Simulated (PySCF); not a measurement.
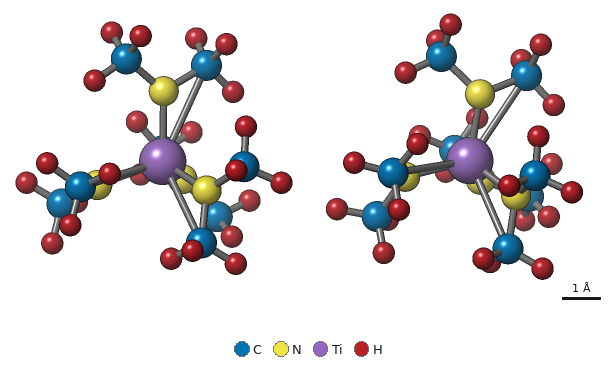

Two geometries of C8H24N4Ti, drawn at one scale. One is the start of a relaxation, the other its converged end. Style: ball-and-stick. Shown from a free direction.

Level of theory: PBE0-D3(BJ)/def2-SVP geometry optimisation, gas phase (PySCF 2.14.0, density-fitted response routines). 

> Which of the two is the end point?

The left one is the relaxed one. The start comes from GFN2-xTB. Its atoms were then displaced at random by about 0.01 Å. Over 23 geometry steps the energy falls by 0.730 eV. The atom that moves furthest after the best rigid fit is an H atom (1.03 Å). By element the largest moves are H 1.03 Å, C 0.58 Å, N 0.26 Å, Ti 0.03 Å. Some distances before and after: C–Ti 2.767 → 2.866 Å, N–Ti 1.824 → 1.898 Å, C–Ti 2.816 → 2.862 Å, C–N 1.474 → 1.434 Å. Among the angles between lasting bonds that change: Ti–C–H 107.0° → 125.1°, Ti–C–H 108.0° → 125.2°, Ti–C–H 141.7° → 125.2°.
